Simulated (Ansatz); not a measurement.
# CH$_{6}$NOPSi (SMILES C=N[SiH](O)P): what the fields show

Input file:

```
crystal:
  periodic: [false, false, false]
  atoms:
    - { symbol: C, position_ang: [1.596, 0.8033, 0.9193] }
    - { symbol: "N", position_ang: [0.43, 0.2605, 0.8587] }
    - { symbol: Si, position_ang: [-0.1377, -0.1476, -0.723] }
    - { symbol: O, position_ang: [0.4018, -1.6875, -0.9553] }
    - { symbol: P, position_ang: [-2.3244, -0.165, -0.6457] }
    - { symbol: H, position_ang: [2.2479, 1.02, 0.0518] }
    - { symbol: H, position_ang: [2.0043, 1.0841, 1.9048] }
    - { symbol: H, position_ang: [0.4189, 0.7795, -1.7295] }
    - { symbol: H, position_ang: [0.295, -2.2526, -0.1754] }
    - { symbol: H, position_ang: [-2.4865, 1.1299, -0.1036] }
    - { symbol: H, position_ang: [-2.4454, -0.8247, 0.598] }
basis:
  gaussian:
    orbitals: def2-SVPD
hamiltonian:
  xc: b3lyp
output:
  orbitals: {}
```

Run with:

```sh
python ch6nopsi.py
```

The calculation used SCF B3LYP, Gaussian basis (Ansatz).

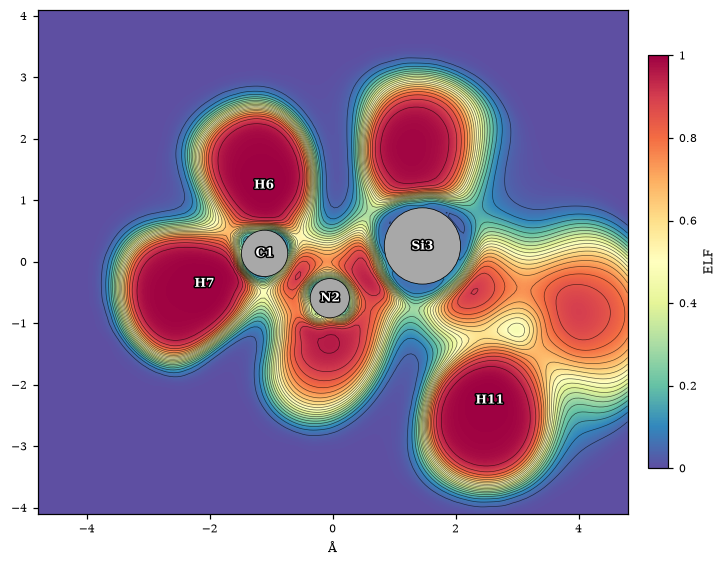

Figure 1. ELF on the plane of atoms N2, C1 and H6. Grey discs cover the atomic cores.

Read the bonding off the picture.

- Atoms in the plane: C, N, Si and H.
- C–N (1.29 Å): the ELF peaks at about 0.90 between the atoms: a covalent bond.
- Si–N (1.73 Å): the ELF peaks at about 0.95 between the atoms (a polar covalent bond).
- C–H (1.10 Å): the ELF climbs to about 1 towards the hydrogen, as it does in any bond to H: a covalent bond by its length.
- The ELF also peaks beside N2 and P5, away from the bonds: lone-pair regions.

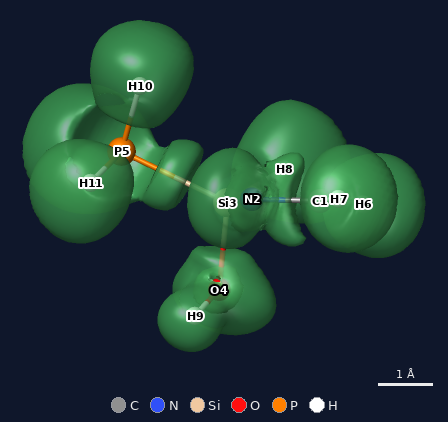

Figure 2. Isosurface of the ELF at 0.75 (green), seen at a tilt. Core shells and regions of very low density are left out.

Identify the bonds, lone pairs and shells in this picture.

At this value the surface marks out three regions around hydrogen nuclei, one region on N in which the atom's valence shell and bonds are merged, one joined region spread over several atoms (H, O), in which their bonds and any lone pairs are merged and one joined region spread over several atoms (H, P), in which their bonds and any lone pairs are merged.


 Si–O (1.65 Å): the ELF peaks at about 0.90 between the atoms (a shared but strongly polarised pair).

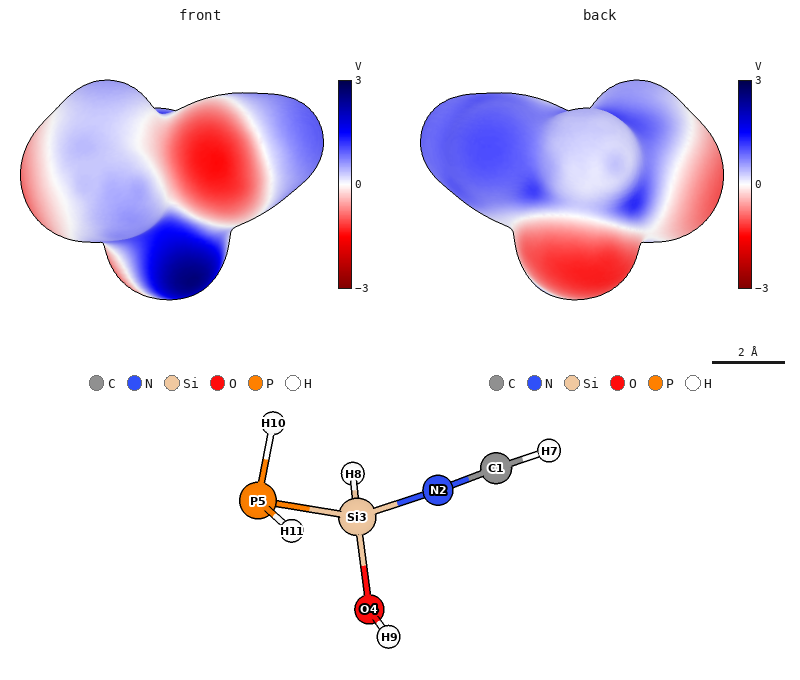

Figure 3. The molecular electrostatic potential painted on the density surface at 0.002 e/bohr³, seen from the front and from behind; the colour scale runs from red (negative) to blue (positive). The bare structure is drawn below in the same view.

Describe the electrostatic potential map.

The most negative region (about −1.4 V) lies over N2, the most positive (about +2.5 V) over H9. N2 is the likeliest acceptor of a hydrogen bond.
